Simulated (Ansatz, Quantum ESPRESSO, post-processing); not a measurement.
# Charging Nb(110), 4 layers, one monolayer of N on longbridge sites, part 4 of 6

Wanted: the capacitance of Nb(110), 4 layers, one monolayer of N on longbridge sites by the effective screening medium.

Quantum ESPRESSO 7.5; plane-wave DFT, PBE, GBRV ultrasoft pseudopotentials; geometry by Ansatz 0.2.0 with PAW datasets.

So far. Step 6 (SCF with pw.x: charge 0.0116 e): The electrode's potential over the Fermi level goes from 6.230 to 7.474 eV, the far face's from 4.637 to 4.643 eV. Step 7 (Ground state: charge 0.0231 e): The electrode's potential over the Fermi level goes from 7.474 to 8.710 eV, the far face's from 4.643 to 4.639 eV.

### Step 8. Self-consistent run: charge 0.0462 e

File q5.in:

```
&control
  prefix = 'q5'
  outdir = './out'
  pseudo_dir = './pseudo'
  calculation = 'scf'
  tprnfor = .true.
/
&system
  ibrav = 0
  nat = 5
  ntyp = 2
  ecutwfc = 40
  ecutrho = 200
  occupations = 'smearing'
  smearing = 'mv'
  degauss = 0.02
  assume_isolated = 'esm'
  esm_bc = 'bc3'
  tot_charge = 0.0462
/
&electrons
  conv_thr = 1e-08
  mixing_beta = 0.4
  electron_maxstep = 120
  mixing_mode = 'local-TF'
  startingpot = 'file'
/
ATOMIC_SPECIES
  Nb  92.9064  nb_pbe_v1.uspp.F.UPF
  N   14.0070  n_pbe_v1.2.uspp.F.UPF
CELL_PARAMETERS angstrom
  2.33345237790000 -1.65000000000000 0.00000000000000
  2.33345237790000 1.65000000000000 0.00000000000000
  0.00000000000000 0.00000000000000 25.00035713370000
ATOMIC_POSITIONS crystal
  Nb  0.000000000000 0.000000000000 -0.036299549371
  Nb  0.500000000000 0.500000000000 0.057037212429
  Nb  0.000000000000 0.000000000000 0.149662488472
  Nb  0.500000000000 0.500000000000 0.250285912068
  N   0.000000000000 0.000000000000 0.289359934315
K_POINTS automatic
  10 10 1 0 0 0
```

Launch:

```sh
cp -r out/q4.save out/q5.save
OMP_NUM_THREADS=1 mpirun -n 2 pw.x -nk 2 -in q5.in > q5.out
```

The program printed:

```text
[banner, memory and clock lines left out]
Program PWSCF v.7.5 starts
[...]
Message from routine setup:
[...]
number of electrons       =        56.95
     number of Kohn-Sham states=           34
     kinetic-energy cutoff     =      40.0000  Ry
     charge density cutoff     =     200.0000  Ry
[...]
number of k points=    31  Marzari-Vanderbilt smearing, width (Ry)=  0.0200
[...]
Dense  grid:    61977 G-vectors     FFT dimensions: (  25,  25, 216)
[...]
The initial density is read from file :
[...]
negative rho (up, down):  3.934E-03 0.000E+00
     Starting wfcs are   56 randomized atomic wfcs
[...]
negative rho (up, down):  4.031E-03 0.000E+00
[...]
estimated scf accuracy    <       5.55382173 Ry
[...]
negative rho (up, down):  4.606E-03 0.000E+00
[...]
estimated scf accuracy    <       0.85593785 Ry
[...]
negative rho (up, down):  4.434E-03 0.000E+00
[...]
estimated scf accuracy    <       0.04899349 Ry
[...]
negative rho (up, down):  4.046E-03 0.000E+00
[...]
estimated scf accuracy    <       0.02514162 Ry
[...]
negative rho (up, down):  3.412E-03 0.000E+00
[...]
estimated scf accuracy    <       0.01822136 Ry
[...]
negative rho (up, down):  2.781E-03 0.000E+00
[...]
estimated scf accuracy    <       0.00540904 Ry
[...]
negative rho (up, down):  2.654E-03 0.000E+00
[...]
estimated scf accuracy    <       0.00417727 Ry
[...]
negative rho (up, down):  1.953E-03 0.000E+00
[...]
estimated scf accuracy    <       0.01666333 Ry
[...]
negative rho (up, down):  1.892E-03 0.000E+00
[...]
estimated scf accuracy    <       0.00201262 Ry
[...]
negative rho (up, down):  2.019E-03 0.000E+00
[...]
estimated scf accuracy    <       0.00021749 Ry
[...]
negative rho (up, down):  2.055E-03 0.000E+00
[...]
estimated scf accuracy    <       0.00032128 Ry
[...]
negative rho (up, down):  2.776E-03 0.000E+00
[...]
estimated scf accuracy    <       0.00014901 Ry
[...]
negative rho (up, down):  2.797E-03 0.000E+00
[...]
estimated scf accuracy    <       0.00094136 Ry
[...]
negative rho (up, down):  2.757E-03 0.000E+00
[...]
estimated scf accuracy    <       0.00107914 Ry
[...]
negative rho (up, down):  2.968E-03 0.000E+00
[...]
estimated scf accuracy    <       0.00073246 Ry
[...]
negative rho (up, down):  3.200E-03 0.000E+00
[...]
estimated scf accuracy    <       0.00014067 Ry
[...]
negative rho (up, down):  3.865E-03 0.000E+00
[...]
estimated scf accuracy    <       0.00001369 Ry
[...]
negative rho (up, down):  3.804E-03 0.000E+00
[...]
estimated scf accuracy    <       0.00004462 Ry
[...]
negative rho (up, down):  3.847E-03 0.000E+00
[...]
estimated scf accuracy    <       0.00000871 Ry
[...]
negative rho (up, down):  3.952E-03 0.000E+00
[...]
estimated scf accuracy    <       0.00000203 Ry
[...]
negative rho (up, down):  3.941E-03 0.000E+00
[...]
estimated scf accuracy    <       0.00002513 Ry
[...]
negative rho (up, down):  3.929E-03 0.000E+00
[...]
estimated scf accuracy    <       0.00001858 Ry
[...]
negative rho (up, down):  3.968E-03 0.000E+00
[...]
estimated scf accuracy    <       0.00000075 Ry
[...]
negative rho (up, down):  3.996E-03 0.000E+00
[...]
estimated scf accuracy    <       0.00000035 Ry
[...]
negative rho (up, down):  3.988E-03 0.000E+00
[...]
estimated scf accuracy    <       0.00000016 Ry
[...]
negative rho (up, down):  3.990E-03 0.000E+00
[...]
estimated scf accuracy    <       0.00000005 Ry
[...]
negative rho (up, down):  3.985E-03 0.000E+00
[...]
estimated scf accuracy    <       0.00000002 Ry
[...]
negative rho (up, down):  3.977E-03 0.000E+00
[...]
the Fermi energy is   -11.2072 ev
!    total energy              =    -491.77262276 Ry
     estimated scf accuracy    <          2.2E-09 Ry
     smearing contrib. (-TS)   =       0.00047981 Ry
     internal energy E=F+TS    =    -491.77310257 Ry
[...]
one-electron contribution =  -43810.45918101 Ry
     hartree contribution      =   21876.49228759 Ry
     xc contribution           =     -78.94324203 Ry
     ewald contribution        =   21521.13703288 Ry
     convergence has been achieved in  28 iterations
     negative rho (up, down):  3.977E-03 0.000E+00
[...]
Total force =     0.019181     Total SCF correction =     0.000165
[...]
```

Wall time 6.2 min (2 MPI ranks of Arm Neoverse N1, shared host); peak memory 0.46 GiB.

Numbers from this step:

* Fermi energy: -11.21 eV
* vacuum line at the lower end of the cell, over the Fermi level: 4.638 eV
* slope of the potential above: 1.086 eV/Å
* vacuum line at the upper end of the cell, over the Fermi level: 11.21 eV

The electrode's potential over the Fermi level goes from 8.710 to 11.208 eV, the far face's from 4.639 to 4.638 eV.

Gauss's law asks for a slope of 180.95 q/A = 1.086 eV/Å in the gap; the run gives 1.086.

Each curve counts from the Fermi level of its own run.

The potential energy (potential at -0.0231 e) oscillates, so the rows of the table below give means over windows of 2.43 Å about each position, cut where the curve ends. Its maxima inside the range that stand out by 2 % of the span (Å: eV): 0.2: -1.16, 2.5: -1.29, 5.0: -0.252, 8.8: 5.60. Its minima: -0.9: -31.2, 1.4: -31.0, 3.7: -31.0, 6.2: -32.2.

The runs together. The potential energy by z; means over each step:

```tsv
z (Å)	potential at -0.0231 e (eV)	potential at -0.0116 e (eV)	potential at 0 e (eV)	potential at 0.0116 e (eV)	potential at 0.0231 e (eV)	potential at 0.0462 e (eV)
-11.29	4.64	4.64	4.64	4.64	4.64	4.64
-8.86	4.64	4.64	4.64	4.64	4.64	4.64
-6.43	4.64	4.64	4.64	4.64	4.64	4.64
-4.00	4.46	4.46	4.46	4.46	4.46	4.46
-1.57	-11.5	-11.5	-11.5	-11.5	-11.5	-11.5
0.86	-13.7	-13.7	-13.7	-13.7	-13.7	-13.7
3.29	-13.6	-13.6	-13.7	-13.6	-13.7	-13.7
5.72	-14.2	-14.2	-14.2	-14.1	-14.2	-14.1
8.15	0.211	0.348	0.489	0.632	0.773	1.07
10.58	4.81	5.51	6.23	6.95	7.67	9.13
```

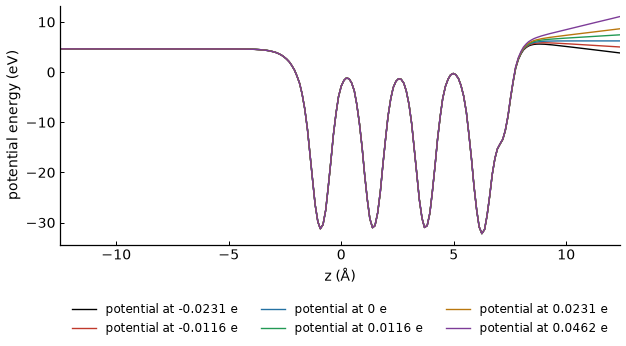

Potential energy against z.

### Step 9. Potential against charge, and the capacitance

Read from the output:

```
mean capacitance (straight-line fit) : 1.938 μF/cm²
effective gap ε₀/C                   : 4.568 Å
```

The electrode's potential less the Fermi level by charge of the slab:

```tsv
charge of the slab (1e13 e/cm²)	electrode's potential less the Fermi level (eV)
-3.00	3.77
-1.51	4.99
0.00	6.23
1.51	7.47
3.00	8.71
6.00	11.2
```

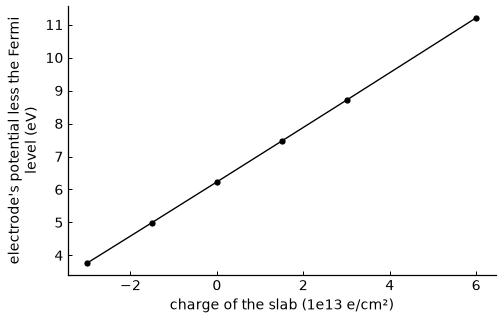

Electrode's potential less the Fermi level against charge of the slab.

The differential capacitance by charge of the slab:

```tsv
charge of the slab (1e13 e/cm²)	differential capacitance (μF/cm²)
-2.25	1.96
-0.75	1.95
0.75	1.94
2.25	1.94
4.50	1.92
```

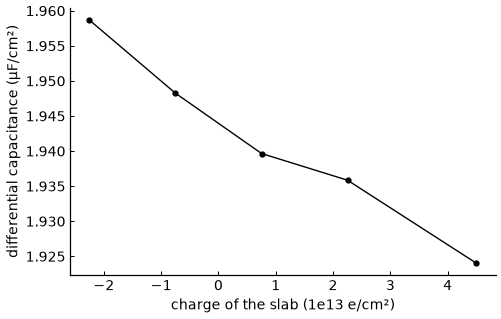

Differential capacitance against charge of the slab.

### Step 10. SCF with pw.x: constant Fermi level -3.0 eV

GC-SCF turns the question round: the Fermi level is set (gcscf_mu, against the electrode) and the charge is found.

mu0.in, as its differences from the input of step 8:

```diff
@@ -1,3 +1,3 @@
 &control
-  prefix = 'q5'
+  prefix = 'mu0'
   outdir = './out'
@@ -18,10 +18,14 @@
   esm_bc = 'bc3'
-  tot_charge = 0.0462
+  lgcscf = .true.
+  gcscf_mu = -3.0
+  gcscf_conv_thr = 0.001
 /
 &electrons
-  conv_thr = 1e-08
-  mixing_beta = 0.4
-  electron_maxstep = 120
-  mixing_mode = 'local-TF'
-  startingpot = 'file'
+  conv_thr = 1e-09
+  mixing_beta = 0.2
+  electron_maxstep = 160
+  mixing_mode = 'TF'
+  diagonalization = 'rmm-davidson'
+  diago_rmm_conv = .false.
+  diago_full_acc = .true.
 /
```

Launch:

```sh
OMP_NUM_THREADS=1 mpirun -n 2 pw.x -nk 2 -in mu0.in > mu0.out
```

The program printed:

```text
[banner, memory and clock lines left out]
Program PWSCF v.7.5 starts
[citation notice left out]

[...]
Message from routine iosys:
[...]
Message from routine setup:
[...]
bravais-lattice index     =            0
     lattice parameter (alat)  =       5.4006  a.u.
     unit-cell volume          =    1299.1392 (a.u.)^3
     number of atoms/cell      =            5
     number of atomic types    =            2
     number of electrons       =        57.00
     number of Kohn-Sham states=           35
     kinetic-energy cutoff     =      40.0000  Ry
     charge density cutoff     =     200.0000  Ry
     scf convergence threshold =      1.0E-09
     mixing beta               =       0.2000
     number of iterations used =            8  TF        mixing
     Exchange-correlation= SLA  PW   PBE  PBE
                           (   1   4   3   4   0   0   0)

     Effective Screening Medium Method
     Boundary Conditions: Vacuum-Slab-Metal
     total charge in unit cell        =   0.0000
     grid points for fit at edges     =        4

     >>>>> Grand-Canonical SCF is activated <<<<<
     Initial Total Charge  =     0.000000 e
     Target Fermi Energy   =    -3.000000 eV
     Thr. of Fermi Energy  =     0.001000 eV
     Wave-shift of Kerker  =     0.400000 bohr^-1
     Wave-shift of Hartree =     1.500000 bohr^-1
     Mixing Rate of Fermi  =     0.050000

[...]
PseudoPot. # 1 for Nb read from file:
     ./pseudo/nb_pbe_v1.uspp.F.UPF
     Pseudo is Ultrasoft + core correction, Zval = 13.0
     Generated by new atomic code, or converted to UPF format
     Using radial grid of  887 points,  6 beta functions with:
                l(1) =   0
                l(2) =   0
                l(3) =   1
                l(4) =   1
                l(5) =   2
                l(6) =   2
     Q(r) pseudized with  6 coefficients,  rinner =    1.000   1.000   1.000
                                                       1.000   1.000

     PseudoPot. # 2 for N  read from file:
     ./pseudo/n_pbe_v1.2.uspp.F.UPF
     Pseudo is Ultrasoft + core correction, Zval =  5.0
     Generated by new atomic code, or converted to UPF format
     Using radial grid of  729 points,  4 beta functions with:
                l(1) =   0
                l(2) =   0
                l(3) =   1
                l(4) =   1
     Q(r) pseudized with  8 coefficients,  rinner =    0.900   0.900   0.900

     atomic species   valence    mass     pseudopotential
     Nb               13.00    92.90640     Nb( 1.00)
     N                 5.00    14.00700     N ( 1.00)

      4 Sym. Ops. (no inversion) found

[...]
number of k points=    31  Marzari-Vanderbilt smearing, width (Ry)=  0.0200
[...]
Dense  grid:    61977 G-vectors     FFT dimensions: (  25,  25, 216)

     Smooth grid:    44403 G-vectors     FFT dimensions: (  24,  24, 192)

     Initial potential from superposition of free atoms

     starting charge      56.9891, renormalised to      57.0000

     negative rho (up, down):  3.420E-03 0.000E+00
     Starting wfcs are   56 randomized atomic wfcs

     per-process dynamical memory:    98.7 Mb

     Self-consistent Calculation

     iteration #  1     ecut=    40.00 Ry     beta= 0.20
     Davidson diagonalization with overlap
     ethr =  1.00E-05,  avg # of iterations = 37.4

     negative rho (up, down):  3.282E-03 0.000E+00

     total energy              =    -491.97110646 Ry
     estimated scf accuracy    <       0.67709837 Ry

     total charge of GC-SCF    =      -0.01267427 e
     the Fermi energy          =      -6.75370253 eV
                        (error :       3.75370253 eV)

     iteration #  2     ecut=    40.00 Ry     beta= 0.20
[...]
negative rho (up, down):  3.173E-03 0.000E+00

[...]
total energy              =    -491.74408849 Ry
     estimated scf accuracy    <       0.26868127 Ry

     total charge of GC-SCF    =      -0.02977035 e
     the Fermi energy          =      -5.45012892 eV
                        (error :       2.45012892 eV)

     iteration #  3     ecut=    40.00 Ry     beta= 0.20
     RMM-DIIS diagonalization
     c_bands:  2 eigenvalues not converged
     c_bands:  3 eigenvalues not converged
     c_bands:  2 eigenvalues not converged
     c_bands:  2 eigenvalues not converged
     c_bands:  3 eigenvalues not converged
     c_bands:  2 eigenvalues not converged
     c_bands:  2 eigenvalues not converged
     c_bands:  3 eigenvalues not converged
     c_bands:  2 eigenvalues not converged
     c_bands:  3 eigenvalues not converged
     c_bands:  2 eigenvalues not converged
     c_bands:  2 eigenvalues not converged
     c_bands:  3 eigenvalues not converged
     c_bands:  1 eigenvalues not converged
     c_bands:  2 eigenvalues not converged
     c_bands:  1 eigenvalues not converged
[...]
negative rho (up, down):  3.110E-03 0.000E+00

[...]
total energy              =    -491.57276390 Ry
     estimated scf accuracy    <       0.36493321 Ry

     total charge of GC-SCF    =      -0.03232865 e
     the Fermi energy          =      -1.93118866 eV
                        (error :       1.06881134 eV)

     iteration #  4     ecut=    40.00 Ry     beta= 0.20
     RMM-DIIS diagonalization
     c_bands:  1 eigenvalues not converged
     c_bands:  1 eigenvalues not converged
     c_bands:  1 eigenvalues not converged
     c_bands:  1 eigenvalues not converged
     c_bands:  2 eigenvalues not converged
     c_bands:  2 eigenvalues not converged
     c_bands:  1 eigenvalues not converged
     c_bands:  1 eigenvalues not converged
[...]
negative rho (up, down):  3.029E-03 0.000E+00

[...]
total energy              =    -491.82542181 Ry
     estimated scf accuracy    <       0.06461246 Ry

     total charge of GC-SCF    =      -0.03363322 e
     the Fermi energy          =      -3.28977917 eV
                        (error :       0.28977917 eV)

     iteration #  5     ecut=    40.00 Ry     beta= 0.20
[...]
negative rho (up, down):  2.805E-03 0.000E+00

[...]
total energy              =    -491.77721372 Ry
     estimated scf accuracy    <       0.03793894 Ry

     total charge of GC-SCF    =      -0.03624374 e
     the Fermi energy          =      -3.23085943 eV
                        (error :       0.23085943 eV)

     iteration #  6     ecut=    40.00 Ry     beta= 0.20
     RMM-DIIS diagonalization
     c_bands:  2 eigenvalues not converged
     c_bands:  1 eigenvalues not converged
     c_bands:  2 eigenvalues not converged
     c_bands:  2 eigenvalues not converged
     c_bands:  2 eigenvalues not converged
     c_bands:  1 eigenvalues not converged
     c_bands:  1 eigenvalues not converged
[...]
negative rho (up, down):  2.795E-03 0.000E+00

[...]
total energy              =    -491.80436939 Ry
     estimated scf accuracy    <       0.01041100 Ry

     total charge of GC-SCF    =      -0.03361930 e
     the Fermi energy          =      -2.49099619 eV
                        (error :       0.50900381 eV)

[...]
iteration # 32     ecut=    40.00 Ry     beta= 0.20
     RMM-DIIS diagonalization
[...]
negative rho (up, down):  3.776E-03 0.000E+00

[...]
total energy              =    -491.80577356 Ry
     estimated scf accuracy    <          7.6E-09 Ry

     total charge of GC-SCF    =      -0.03037953 e
     the Fermi energy          =      -2.99994654 eV
                        (error :       0.00005346 eV)

     iteration # 33     ecut=    40.00 Ry     beta= 0.20
     RMM-DIIS diagonalization
[...]
negative rho (up, down):  3.785E-03 0.000E+00

[...]
total energy              =    -491.80578326 Ry
     estimated scf accuracy    <          2.7E-09 Ry

     total charge of GC-SCF    =      -0.03038120 e
     the Fermi energy          =      -2.99994262 eV
                        (error :       0.00005738 eV)

     iteration # 34     ecut=    40.00 Ry     beta= 0.20
     RMM-DIIS diagonalization
     c_bands:  1 eigenvalues not converged
[...]
negative rho (up, down):  3.773E-03 0.000E+00

[...]
total energy              =    -491.80581001 Ry
     estimated scf accuracy    <          1.2E-09 Ry

     total charge of GC-SCF    =      -0.03038946 e
     the Fermi energy          =      -2.99996677 eV
                        (error :       0.00003323 eV)

     iteration # 35     ecut=    40.00 Ry     beta= 0.20
[...]
c_bands:  1 eigenvalues not converged
[...]
negative rho (up, down):  3.797E-03 0.000E+00

[...]
End of self-consistent calculation

          k = 0.0000 0.0000 0.0000 (  5621 PWs)   bands (ev):

   -58.1607 -57.6198 -57.4825 -57.3042 -34.3965 -34.0478 -33.9705 -33.6452
   -33.6440 -33.2679 -33.1153 -33.0608 -32.9802 -32.8731 -32.8580 -32.7754
   -17.6442  -8.5109  -8.1496  -7.2919  -6.7133  -6.6008  -4.9822  -4.4904
    -4.3378  -3.8676  -3.8450  -3.3567  -3.0626  -3.0130  -2.7529  -2.1466
    -1.7175  -0.4415  -0.3540

          k = 0.0612 0.0866 0.0000 (  5604 PWs)   bands (ev):

   -58.1476 -57.6068 -57.4693 -57.2956 -34.3741 -34.0708 -34.0090 -33.6941
   -33.6505 -33.3162 -33.2042 -33.0285 -33.0241 -32.9397 -32.8946 -32.8141
   -17.5034  -8.3035  -7.9474  -7.0961  -6.5700  -6.4073  -5.6357  -4.4940
    -4.2501  -3.9000  -3.5360  -3.4275  -3.0758  -2.7741  -2.4996  -2.2190
    -1.9884  -0.5789  -0.5333

[...]
the Fermi energy is    -3.0000 ev

!    total energy              =    -491.80585702 Ry
     estimated scf accuracy    <          7.4E-10 Ry

!    total charge of GC-SCF    =      -0.03038078 e
     smearing contrib. (-TS)   =       0.00066327 Ry
     internal energy E=F+TS    =    -491.80652029 Ry

     The total energy is F=E-TS. E is the sum of the following terms:
     one-electron contribution =  -43844.75698154 Ry
     hartree contribution      =   21910.80338544 Ry
     xc contribution           =     -78.99665592 Ry
     ewald contribution        =   21521.13703288 Ry
     pot.stat. contrib. (-muN) =       0.00669884 Ry

     convergence has been achieved in  35 iterations

     negative rho (up, down):  3.797E-03 0.000E+00

     Forces acting on atoms (cartesian axes, Ry/au):

     atom    1 type  1   force =     0.00000000    0.00000000    0.00973811
     atom    2 type  1   force =     0.00000000    0.00000000   -0.00927594
     atom    3 type  1   force =     0.00000000    0.00000000    0.00013926
     atom    4 type  1   force =     0.00000000    0.00000000   -0.00439531
     atom    5 type  2   force =     0.00000000    0.00000000    0.00373043

     Total force =     0.014633     Total SCF correction =     0.000334

[...]
```

It took 19 min on 2 MPI ranks; peak memory 0.44 GiB; 38 min of CPU time.

This step gave:

* Fermi energy: -3 eV
* charge found by GC-SCF: -0.03038 e
* vacuum line at the lower end of the cell, over the Fermi level: 4.645 eV
* slope of the potential above: -0.7140 eV/Å
* vacuum line at the upper end of the cell, over the Fermi level: 2.999 eV

The potential energy, planar mean oscillates, so the rows of the table below give means over windows of 2.43 Å about each position, cut where the curve ends. Its maxima inside the range that stand out by 2 % of the span (Å: eV): 0.2: -1.16, 2.5: -1.29, 5.0: -0.249, 8.8: 5.46. Its minima: -0.9: -31.2, 1.4: -31.0, 3.7: -31.0, 6.2: -32.2.

Electrostatic potential energy of an electron; zero at the Fermi level. Table of potential energy, planar mean by z; means over each step:

```tsv
z (Å)	potential energy, planar mean (eV)
-11.29	4.64
-8.86	4.64
-6.43	4.64
-4.00	4.47
-1.57	-11.5
0.86	-13.7
3.29	-13.6
5.72	-14.2
8.15	0.126
10.58	4.36
```

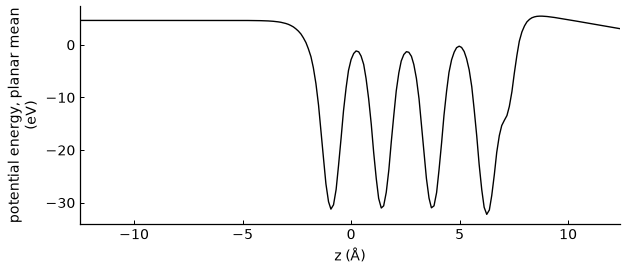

Potential energy, planar mean against z.

Gauss's law asks for a slope of 180.95 q/A = -0.714 eV/Å in the gap; the run gives -0.714.

(Part 4 of 6 ends here.)

[Logs are printed without paths, hosts, clocks, repeated set-up lines and the standing remarks that a program may print on its own settings, such as how far it seeks lower states.]

[Hosts, paths, dates, database ids (printed as entryN), source tags and the programs' standing remarks are cut or masked in the printed files.]

[Maps of the electrostatic potential energy from Ansatz leave out the sawtooth potential of an applied field or a dipole correction, so their vacuum need not be flat; planar profiles and work functions include it.]
